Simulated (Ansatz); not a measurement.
**AlBH (quartet): wB97M-V, B2PLYP, PBE-QIDH, RPA-PBE over vertical spin and charge gaps and displaced geometries, 6-31G**

Aim: run AlBH (quartet) with these functionals over vertical spin and charge gaps and displaced geometries, and hold them against the top wave-function level at the same points.

Program: Ansatz 0.2.0, Gaussian basis. Level of theory: 6-31G, all electrons in the functionals, frozen cores in the correlation of double hybrids and RPA. These are calculated values, not measurements.

The runs, in order: wB97M-V, B2PLYP, PBE-QIDH, RPA-PBE, at charge 0, quartet; charge 0, doublet; charge 0, sextet; charge 1, triplet; charge 1, quintet; displaced geometry v1; displaced geometry v2 (not every functional at every point).

20 further runs of the same task are left out: 8 that didn't finish, 12 set aside as unsound or not needed.

## Step 1: The geometry

The geometry is a PBE0/def2-TZVP stationary point (not a proven minimum).

3 atoms, charge 0, spin multiplicity 4.

Atoms are counted from 1 here; the program's logs count them from 0.

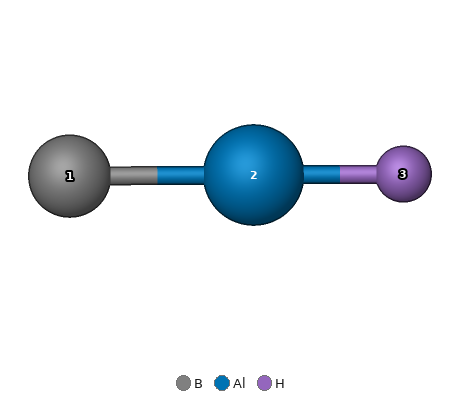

The structure; boron grey, aluminium blue, hydrogen purple; atoms are numbered from 1 in the order of the file.

No dispersion term is added; wB97M-V holds VV10 nonlocal correlation.

The geometry shown and the zero of energy belong to the point charge 0, quartet. The yardstick, FCI, and other wave-function levels (R restricted, U unrestricted, valence and pair active spaces) come from earlier runs.

## Step 2: wB97M-V, charge 0, quartet

Contents of in.yaml:

```yaml
crystal:
  periodic: [false, false, false]
  atoms:
    - {symbol: B, position_ang: [0.000000, 0.000000, 1.817000]}
    - {symbol: Al, position_ang: [0.000000, 0.000000, -0.120000]}
    - {symbol: H, position_ang: [0.000000, 0.000000, -1.697000]}
basis:
  gaussian: {orbitals: 6-31G}
magnetization: {spin_polarized: true, initial_magnetization: 3}
hamiltonian: {xc: {name: wB97M-V}}
output: {orbitals: {seedname: orbitals}}
```

Run with:

```console
> ansatz run in.yaml --threads 1 --pin off --events-out ev --progress --plain --max-ram 2393MiB
```

The program printed (excerpt; [...] marks lines left out):

```text
Functional definition: wB97M-V
  name "wB97M-V"
  cite "Mardirossian & Head-Gordon, J. Chem. Phys. 144, 214110 (2016) doi:10.1063/1.4952647"
  cite "Becke, J. Chem. Phys. 107, 8554 (1997) doi:10.1063/1.475007"
  cite "Vydrov & Van Voorhis, J. Chem. Phys. 133, 244103 (2010) doi:10.1063/1.3521275"
  # Of w^i u^j: cxij and so on, Table III.
[...]
  gx(w, u) = 1 - cx + cx01*u + cx10*w
  gss(w, u) = css00 + css04*u^4 + css10*w + css20*w^2 + css43*w^4*u^3
  gos(w, u) = cos00 + cos10*w + (cos20 + cos21*u)*w^2 + (cos60 + cos61*u)*w^6
[...]
      + integral(e_c_pw_mod_opposite_spin*gos(b97_w_opposite, b97_u_opposite)) + vv10(b, c)
296 factors; integrals over basis functions are off by at most 1.3e-4 eV
121 factors; integrals over basis functions are off by at most 5.8e-6 eV
[...]
mean field -7282.11134136 eV, -267.6126558026 hartree, gradient 4.3e-5 eV, S^2 3.750736; 0 other end points of the search recorded, 0 dependent functions left out
reference -7282.11138009 eV, -267.6126572259 hartree; 11, 8 occupied and 13, 16 virtual orbitals, 296 factors
Total energy: -7282.11138009 eV, -267.6126572259 hartree
```

It took 6 s on 1 thread of Arm Neoverse N1, shared host.

From the report: ⟨S²⟩ of the determinant 3.751 (pure quartet: 3.75).

## Step 3: wB97M-V, charge 0, doublet

Changes to in.yaml since step 2:

```diff
@@ -8,4 +8,4 @@
   gaussian: {orbitals: 6-31G}
-magnetization: {spin_polarized: true, initial_magnetization: 3}
+magnetization: {spin_polarized: true, initial_magnetization: 1}
 hamiltonian: {xc: {name: wB97M-V}}
-output: {orbitals: {seedname: orbitals}}
+output: {forces: true, orbitals: {seedname: orbitals}}
```

Launched as before.

The program printed (excerpt; [...] marks lines left out):

```text
Functional definition: wB97M-V
  name "wB97M-V"
  cite "Mardirossian & Head-Gordon, J. Chem. Phys. 144, 214110 (2016) doi:10.1063/1.4952647"
  cite "Becke, J. Chem. Phys. 107, 8554 (1997) doi:10.1063/1.475007"
  cite "Vydrov & Van Voorhis, J. Chem. Phys. 133, 244103 (2010) doi:10.1063/1.3521275"
  # Of w^i u^j: cxij and so on, Table III.
[...]
  gx(w, u) = 1 - cx + cx01*u + cx10*w
  gss(w, u) = css00 + css04*u^4 + css10*w + css20*w^2 + css43*w^4*u^3
  gos(w, u) = cos00 + cos10*w + (cos20 + cos21*u)*w^2 + (cos60 + cos61*u)*w^6
[...]
      + integral(e_c_pw_mod_opposite_spin*gos(b97_w_opposite, b97_u_opposite)) + vv10(b, c)
296 factors; integrals over basis functions are off by at most 1.3e-4 eV
121 factors; integrals over basis functions are off by at most 5.8e-6 eV
[...]
mean field -7281.42449290 eV, -267.5874145872 hartree, gradient 5.8e-6 eV, S^2 1.568680; 11 other end points of the search recorded, 0 dependent functions left out
[...]
reference -7281.42453227 eV, -267.5874160342 hartree; 10, 9 occupied and 14, 15 virtual orbitals, 296 factors
WARN: the results are in doubt because the forces break the atoms' symmetry
Total energy: -7281.42453227 eV, -267.5874160342 hartree
Atom 0 at     0.000000     0.000000     1.817000 Å, force     0.000000    -0.038105     2.026002 eV/Å
Atom 1 at     0.000000     0.000000    -0.120000 Å, force     0.000000     0.084909    -1.759061 eV/Å
Atom 2 at     0.000000     0.000000    -1.697000 Å, force    -0.000000    -0.046805    -0.266941 eV/Å
Dipole moment:    -0.000000    -0.004224    -0.399899 e Å
In doubt: the forces break the atoms' symmetry
```

Wall time 36 s (1 thread of Arm Neoverse N1, shared host).

From the report: ⟨S²⟩ of the determinant 1.569 (pure doublet: 0.75). The determinant is far from a pure spin state, so its energy mixes those of several spin states (harmless only where they are near-degenerate, as at dissociation). Mind the lines of doubt at the end of the log.

From charge 0, quartet: +66.3 kJ/mol.

## Step 4: wB97M-V, charge 0, sextet

Changes to in.yaml since step 3:

```diff
@@ -8,4 +8,4 @@
   gaussian: {orbitals: 6-31G}
-magnetization: {spin_polarized: true, initial_magnetization: 1}
+magnetization: {spin_polarized: true, initial_magnetization: 5}
 hamiltonian: {xc: {name: wB97M-V}}
-output: {forces: true, orbitals: {seedname: orbitals}}
+output: {orbitals: {seedname: orbitals}}
```

Same command.

The program printed (excerpt; [...] marks lines left out):

```text
Functional definition: wB97M-V
  name "wB97M-V"
  cite "Mardirossian & Head-Gordon, J. Chem. Phys. 144, 214110 (2016) doi:10.1063/1.4952647"
  cite "Becke, J. Chem. Phys. 107, 8554 (1997) doi:10.1063/1.475007"
  cite "Vydrov & Van Voorhis, J. Chem. Phys. 133, 244103 (2010) doi:10.1063/1.3521275"
  # Of w^i u^j: cxij and so on, Table III.
[...]
  gx(w, u) = 1 - cx + cx01*u + cx10*w
  gss(w, u) = css00 + css04*u^4 + css10*w + css20*w^2 + css43*w^4*u^3
  gos(w, u) = cos00 + cos10*w + (cos20 + cos21*u)*w^2 + (cos60 + cos61*u)*w^6
[...]
      + integral(e_c_pw_mod_opposite_spin*gos(b97_w_opposite, b97_u_opposite)) + vv10(b, c)
296 factors; integrals over basis functions are off by at most 1.3e-4 eV
121 factors; integrals over basis functions are off by at most 5.8e-6 eV
[...]
mean field -7275.00457061 eV, -267.3514867948 hartree, gradient 6.3e-6 eV, S^2 8.751723; 3 other end points of the search recorded, 0 dependent functions left out
reference -7275.00460673 eV, -267.3514881221 hartree; 12, 7 occupied and 12, 17 virtual orbitals, 296 factors
Total energy: -7275.00460673 eV, -267.3514881221 hartree
```

Wall time 9.5 s (1 thread of Arm Neoverse N1, shared host).

From the report: ⟨S²⟩ of the determinant 8.752 (pure sextet: 8.75).

From charge 0, quartet: +685.7 kJ/mol.

## Step 5: wB97M-V, charge 1, triplet

Changes to in.yaml since step 4:

```diff
@@ -8,3 +8,4 @@
   gaussian: {orbitals: 6-31G}
-magnetization: {spin_polarized: true, initial_magnetization: 5}
+total_charge: 1
+magnetization: {spin_polarized: true, initial_magnetization: 2}
 hamiltonian: {xc: {name: wB97M-V}}
```

Launched as before.

The program printed (excerpt; [...] marks lines left out):

```text
Functional definition: wB97M-V
  name "wB97M-V"
  cite "Mardirossian & Head-Gordon, J. Chem. Phys. 144, 214110 (2016) doi:10.1063/1.4952647"
  cite "Becke, J. Chem. Phys. 107, 8554 (1997) doi:10.1063/1.475007"
  cite "Vydrov & Van Voorhis, J. Chem. Phys. 133, 244103 (2010) doi:10.1063/1.3521275"
  # Of w^i u^j: cxij and so on, Table III.
[...]
  gx(w, u) = 1 - cx + cx01*u + cx10*w
  gss(w, u) = css00 + css04*u^4 + css10*w + css20*w^2 + css43*w^4*u^3
  gos(w, u) = cos00 + cos10*w + (cos20 + cos21*u)*w^2 + (cos60 + cos61*u)*w^6
[...]
      + integral(e_c_pw_mod_opposite_spin*gos(b97_w_opposite, b97_u_opposite)) + vv10(b, c)
296 factors; integrals over basis functions are off by at most 1.3e-4 eV
121 factors; integrals over basis functions are off by at most 5.8e-6 eV
[...]
mean field -7274.37292287 eV, -267.3282741684 hartree, gradient 4.3e-5 eV, S^2 2.000663; 1 other end points of the search recorded, 0 dependent functions left out
reference -7274.37296466 eV, -267.3282757042 hartree; 10, 8 occupied and 14, 16 virtual orbitals, 296 factors
Total energy: -7274.37296466 eV, -267.3282757042 hartree
```

It took 6.5 s on 1 thread of Arm Neoverse N1, shared host.

From the report: ⟨S²⟩ of the determinant 2.001 (pure triplet: 2.00).

From charge 0, quartet: +746.6 kJ/mol.

## Step 6: wB97M-V, charge 1, quintet

Changes to in.yaml since step 5:

```diff
@@ -9,3 +9,3 @@
 total_charge: 1
-magnetization: {spin_polarized: true, initial_magnetization: 2}
+magnetization: {spin_polarized: true, initial_magnetization: 4}
 hamiltonian: {xc: {name: wB97M-V}}
```

Same command.

The program printed (excerpt; [...] marks lines left out):

```text
Functional definition: wB97M-V
  name "wB97M-V"
  cite "Mardirossian & Head-Gordon, J. Chem. Phys. 144, 214110 (2016) doi:10.1063/1.4952647"
  cite "Becke, J. Chem. Phys. 107, 8554 (1997) doi:10.1063/1.475007"
  cite "Vydrov & Van Voorhis, J. Chem. Phys. 133, 244103 (2010) doi:10.1063/1.3521275"
  # Of w^i u^j: cxij and so on, Table III.
[...]
  gx(w, u) = 1 - cx + cx01*u + cx10*w
  gss(w, u) = css00 + css04*u^4 + css10*w + css20*w^2 + css43*w^4*u^3
  gos(w, u) = cos00 + cos10*w + (cos20 + cos21*u)*w^2 + (cos60 + cos61*u)*w^6
[...]
      + integral(e_c_pw_mod_opposite_spin*gos(b97_w_opposite, b97_u_opposite)) + vv10(b, c)
296 factors; integrals over basis functions are off by at most 1.3e-4 eV
121 factors; integrals over basis functions are off by at most 5.8e-6 eV
[...]
mean field -7269.70344836 eV, -267.1566741451 hartree, gradient 3.6e-5 eV, S^2 6.010746; 0 other end points of the search recorded, 0 dependent functions left out
reference -7269.70348771 eV, -267.1566755914 hartree; 11, 7 occupied and 13, 17 virtual orbitals, 296 factors
Total energy: -7269.70348771 eV, -267.1566755914 hartree
```

It took 7 s on 1 thread of Arm Neoverse N1, shared host.

From the report: ⟨S²⟩ of the determinant 6.011 (pure quintet: 6.00).

From charge 0, quartet: +1197.2 kJ/mol.

## Step 7: wB97M-V, displaced geometry v1

Contents of in.yaml:

```yaml
crystal:
  periodic: [false, false, false]
  atoms:
    - {symbol: B, position_ang: [-0.015433, -0.009008, 1.838640]}
    - {symbol: Al, position_ang: [-0.016266, -0.025151, -0.109513]}
    - {symbol: H, position_ang: [0.031698, 0.034159, -1.729127]}
basis:
  gaussian: {orbitals: 6-31G}
magnetization: {spin_polarized: true, initial_magnetization: 3}
hamiltonian: {xc: {name: wB97M-V}}
output: {orbitals: {seedname: orbitals}}
```

Launched as before.

The program printed (excerpt; [...] marks lines left out):

```text
Functional definition: wB97M-V
  name "wB97M-V"
  cite "Mardirossian & Head-Gordon, J. Chem. Phys. 144, 214110 (2016) doi:10.1063/1.4952647"
  cite "Becke, J. Chem. Phys. 107, 8554 (1997) doi:10.1063/1.475007"
  cite "Vydrov & Van Voorhis, J. Chem. Phys. 133, 244103 (2010) doi:10.1063/1.3521275"
  # Of w^i u^j: cxij and so on, Table III.
[...]
  gx(w, u) = 1 - cx + cx01*u + cx10*w
  gss(w, u) = css00 + css04*u^4 + css10*w + css20*w^2 + css43*w^4*u^3
  gos(w, u) = cos00 + cos10*w + (cos20 + cos21*u)*w^2 + (cos60 + cos61*u)*w^6
[...]
      + integral(e_c_pw_mod_opposite_spin*gos(b97_w_opposite, b97_u_opposite)) + vv10(b, c)
296 factors; integrals over basis functions are off by at most 1.3e-4 eV
121 factors; integrals over basis functions are off by at most 5.2e-6 eV
[...]
mean field -7282.09867790 eV, -267.6121904291 hartree, gradient 5.3e-5 eV, S^2 3.750801; 0 other end points of the search recorded, 0 dependent functions left out
reference -7282.09871657 eV, -267.6121918501 hartree; 11, 8 occupied and 13, 16 virtual orbitals, 296 factors
Total energy: -7282.09871657 eV, -267.6121918501 hartree
```

Wall time 5.5 s (1 thread of Arm Neoverse N1, shared host).

From the report: ⟨S²⟩ of the determinant 3.751 (pure quartet: 3.75).

From charge 0, quartet: +1.2 kJ/mol.

## Step 8: wB97M-V, displaced geometry v2

Contents of in.yaml:

```yaml
crystal:
  periodic: [false, false, false]
  atoms:
    - {symbol: B, position_ang: [0.084376, 0.005225, 1.811998]}
    - {symbol: Al, position_ang: [-0.080498, 0.013599, -0.113409]}
    - {symbol: H, position_ang: [-0.003878, -0.018825, -1.698589]}
basis:
  gaussian: {orbitals: 6-31G}
magnetization: {spin_polarized: true, initial_magnetization: 3}
hamiltonian: {xc: {name: wB97M-V}}
output: {forces: true, orbitals: {seedname: orbitals}}
```

Launched as before.

The program printed (excerpt; [...] marks lines left out):

```text
Functional definition: wB97M-V
  name "wB97M-V"
  cite "Mardirossian & Head-Gordon, J. Chem. Phys. 144, 214110 (2016) doi:10.1063/1.4952647"
  cite "Becke, J. Chem. Phys. 107, 8554 (1997) doi:10.1063/1.475007"
  cite "Vydrov & Van Voorhis, J. Chem. Phys. 133, 244103 (2010) doi:10.1063/1.3521275"
  # Of w^i u^j: cxij and so on, Table III.
[...]
  gx(w, u) = 1 - cx + cx01*u + cx10*w
  gss(w, u) = css00 + css04*u^4 + css10*w + css20*w^2 + css43*w^4*u^3
  gos(w, u) = cos00 + cos10*w + (cos20 + cos21*u)*w^2 + (cos60 + cos61*u)*w^6
[...]
      + integral(e_c_pw_mod_opposite_spin*gos(b97_w_opposite, b97_u_opposite)) + vv10(b, c)
296 factors; integrals over basis functions are off by at most 1.3e-4 eV
121 factors; integrals over basis functions are off by at most 5.2e-6 eV
[...]
mean field -7282.10134618 eV, -267.6122884864 hartree, gradient 6.3e-5 eV, S^2 3.750794; 0 other end points of the search recorded, 0 dependent functions left out
[...]
reference -7282.10138483 eV, -267.6122899067 hartree; 11, 8 occupied and 13, 16 virtual orbitals, 296 factors
Total energy: -7282.10138483 eV, -267.6122899067 hartree
Atom 0 at     0.084376     0.005225     1.811998 Å, force    -0.045475     0.011143     0.236714 eV/Å
Atom 1 at    -0.080498     0.013599    -0.113409 Å, force     0.130259    -0.028016    -0.338821 eV/Å
Atom 2 at    -0.003878    -0.018825    -1.698589 Å, force    -0.084784     0.016872     0.102107 eV/Å
Dipole moment:    -0.040678     0.003802    -0.324174 e Å
```

It took 6.5 s on 1 thread of Arm Neoverse N1, shared host.

From the report: ⟨S²⟩ of the determinant 3.751 (pure quartet: 3.75).

From charge 0, quartet: +1.0 kJ/mol.

## Step 9: B2PLYP, charge 0, quartet

Contents of in.yaml:

```yaml
crystal:
  periodic: [false, false, false]
  atoms:
    - {symbol: B, position_ang: [0.000000, 0.000000, 1.817000]}
    - {symbol: Al, position_ang: [0.000000, 0.000000, -0.120000]}
    - {symbol: H, position_ang: [0.000000, 0.000000, -1.697000]}
basis:
  gaussian: {orbitals: 6-31G}
magnetization: {spin_polarized: true, initial_magnetization: 3}
hamiltonian: {xc: {name: B2PLYP}}
correlation: {electrons: outside_noble_gas}
```

Same command.

The program printed (excerpt; [...] marks lines left out):

```text
Functional definition: B2PLYP
  name "B2PLYP"
  cite "Grimme, J. Chem. Phys. 124, 034108 (2006) doi:10.1063/1.2148954"
  cite "Becke, Phys. Rev. A 38, 3098 (1988) doi:10.1103/PhysRevA.38.3098"
  cite "Lee, Yang & Parr, Phys. Rev. B 37, 785 (1988) doi:10.1103/PhysRevB.37.785"
[...]
296 factors; integrals over basis functions are off by at most 1.3e-4 eV
[...]
mean field -7277.94174508 eV, -267.4594259655 hartree, gradient 4.7e-7 eV, S^2 3.752406; 0 other end points of the search recorded, 0 dependent functions left out
6 core orbitals not correlated: weight in the atoms' cores, before any rotation towards them, 1.000 or more for the frozen orbitals, at most 0.000 for the correlated occupied ones
reference -7277.94187752 eV, -267.4594308329 hartree; 5, 2 occupied and 13, 16 virtual orbitals, 296 factors
second order -2.20606249 eV of doubles, -0.00000000 eV of singles
Total energy: -7278.53751440 eV, -267.4813200842 hartree
```

Wall time 1.4 s (1 thread of Arm Neoverse N1, shared host).

From the report: ⟨S²⟩ of the determinant 3.752 (pure quartet: 3.75).

## Step 10: B2PLYP, charge 0, doublet

Changes to in.yaml since step 9:

```diff
@@ -8,3 +8,3 @@
   gaussian: {orbitals: 6-31G}
-magnetization: {spin_polarized: true, initial_magnetization: 3}
+magnetization: {spin_polarized: true, initial_magnetization: 1}
 hamiltonian: {xc: {name: B2PLYP}}
```

The command is unchanged.

The program printed (excerpt; [...] marks lines left out):

```text
Functional definition: B2PLYP
  name "B2PLYP"
  cite "Grimme, J. Chem. Phys. 124, 034108 (2006) doi:10.1063/1.2148954"
  cite "Becke, Phys. Rev. A 38, 3098 (1988) doi:10.1103/PhysRevA.38.3098"
  cite "Lee, Yang & Parr, Phys. Rev. B 37, 785 (1988) doi:10.1103/PhysRevB.37.785"
[...]
296 factors; integrals over basis functions are off by at most 1.3e-4 eV
[...]
mean field -7277.33578690 eV, -267.4371574131 hartree, gradient 3.0e-6 eV, S^2 1.665560; 9 other end points of the search recorded, 0 dependent functions left out
6 core orbitals not correlated: weight in the atoms' cores, before any rotation towards them, 1.000 or more for the frozen orbitals, at most 0.000 for the correlated occupied ones
reference -7277.33591355 eV, -267.4371620674 hartree; 4, 3 occupied and 14, 15 virtual orbitals, 296 factors
second order -2.24247500 eV of doubles, -0.00000000 eV of singles
Total energy: -7277.94138180 eV, -267.4594126152 hartree
```

It took 7.5 s on 1 thread of Arm Neoverse N1, shared host.

From the report: ⟨S²⟩ of the determinant 1.666 (pure doublet: 0.75). The determinant is far from a pure spin state, so its energy mixes those of several spin states (harmless only where they are near-degenerate, as at dissociation).

From charge 0, quartet: +57.5 kJ/mol.

## Step 11: B2PLYP, charge 0, sextet

Changes to in.yaml since step 10:

```diff
@@ -8,3 +8,3 @@
   gaussian: {orbitals: 6-31G}
-magnetization: {spin_polarized: true, initial_magnetization: 1}
+magnetization: {spin_polarized: true, initial_magnetization: 5}
 hamiltonian: {xc: {name: B2PLYP}}
```

Launched as before.

The program printed (excerpt; [...] marks lines left out):

```text
Functional definition: B2PLYP
  name "B2PLYP"
  cite "Grimme, J. Chem. Phys. 124, 034108 (2006) doi:10.1063/1.2148954"
  cite "Becke, Phys. Rev. A 38, 3098 (1988) doi:10.1103/PhysRevA.38.3098"
  cite "Lee, Yang & Parr, Phys. Rev. B 37, 785 (1988) doi:10.1103/PhysRevB.37.785"
[...]
296 factors; integrals over basis functions are off by at most 1.3e-4 eV
[...]
mean field -7271.10934224 eV, -267.2083397924 hartree, gradient 6.5e-6 eV, S^2 8.752449; 6 other end points of the search recorded, 0 dependent functions left out
6 core orbitals not correlated: weight in the atoms' cores, before any rotation towards them, 1.000 or more for the frozen orbitals, at most 0.000 for the correlated occupied ones
reference -7271.10946703 eV, -267.2083443783 hartree; 6, 1 occupied and 12, 17 virtual orbitals, 296 factors
second order -2.18604366 eV of doubles, -0.00000000 eV of singles
Total energy: -7271.69969881 eV, -267.2300349964 hartree
```

Wall time 3.6 s (1 thread of Arm Neoverse N1, shared host).

From the report: ⟨S²⟩ of the determinant 8.752 (pure sextet: 8.75).

From charge 0, quartet: +659.7 kJ/mol.

## Step 12: B2PLYP, charge 1, triplet

Changes to in.yaml since step 11:

```diff
@@ -8,3 +8,4 @@
   gaussian: {orbitals: 6-31G}
-magnetization: {spin_polarized: true, initial_magnetization: 5}
+total_charge: 1
+magnetization: {spin_polarized: true, initial_magnetization: 2}
 hamiltonian: {xc: {name: B2PLYP}}
```

The command is unchanged.

The program printed (excerpt; [...] marks lines left out):

```text
Functional definition: B2PLYP
  name "B2PLYP"
  cite "Grimme, J. Chem. Phys. 124, 034108 (2006) doi:10.1063/1.2148954"
  cite "Becke, Phys. Rev. A 38, 3098 (1988) doi:10.1103/PhysRevA.38.3098"
  cite "Lee, Yang & Parr, Phys. Rev. B 37, 785 (1988) doi:10.1103/PhysRevB.37.785"
[...]
296 factors; integrals over basis functions are off by at most 1.3e-4 eV
[...]
mean field -7270.46844625 eV, -267.1847872993 hartree, gradient 7.0e-6 eV, S^2 2.001452; 2 other end points of the search recorded, 0 dependent functions left out
6 core orbitals not correlated: weight in the atoms' cores, before any rotation towards them, 1.000 or more for the frozen orbitals, at most 0.000 for the correlated occupied ones
reference -7270.46857835 eV, -267.1847921536 hartree; 4, 2 occupied and 14, 16 virtual orbitals, 296 factors
second order -1.58639645 eV of doubles, -0.00000000 eV of singles
Total energy: -7270.89690539 eV, -267.2005328821 hartree
```

It took 1.6 s on 1 thread of Arm Neoverse N1, shared host.

From the report: ⟨S²⟩ of the determinant 2.001 (pure triplet: 2.00).

From charge 0, quartet: +737.2 kJ/mol.

## Step 13: B2PLYP, charge 1, quintet

Changes to in.yaml since step 12:

```diff
@@ -9,3 +9,3 @@
 total_charge: 1
-magnetization: {spin_polarized: true, initial_magnetization: 2}
+magnetization: {spin_polarized: true, initial_magnetization: 4}
 hamiltonian: {xc: {name: B2PLYP}}
```

Launched as before.

The program printed (excerpt; [...] marks lines left out):

```text
Functional definition: B2PLYP
  name "B2PLYP"
  cite "Grimme, J. Chem. Phys. 124, 034108 (2006) doi:10.1063/1.2148954"
  cite "Becke, Phys. Rev. A 38, 3098 (1988) doi:10.1103/PhysRevA.38.3098"
  cite "Lee, Yang & Parr, Phys. Rev. B 37, 785 (1988) doi:10.1103/PhysRevB.37.785"
[...]
296 factors; integrals over basis functions are off by at most 1.3e-4 eV
[...]
mean field -7265.89541633 eV, -267.0167315494 hartree, gradient 5.9e-6 eV, S^2 6.019142; 3 other end points of the search recorded, 0 dependent functions left out
6 core orbitals not correlated: weight in the atoms' cores, before any rotation towards them, 1.000 or more for the frozen orbitals, at most 0.000 for the correlated occupied ones
reference -7265.89554580 eV, -267.0167363074 hartree; 5, 1 occupied and 13, 17 virtual orbitals, 296 factors
second order -1.95054260 eV of doubles, -0.00000000 eV of singles
Total energy: -7266.42219231 eV, -267.0360902094 hartree
```

Wall time 1.9 s (1 thread of Arm Neoverse N1, shared host).

From the report: ⟨S²⟩ of the determinant 6.019 (pure quintet: 6.00).

From charge 0, quartet: +1169.0 kJ/mol.

(Part 1 of 2 ends here.)
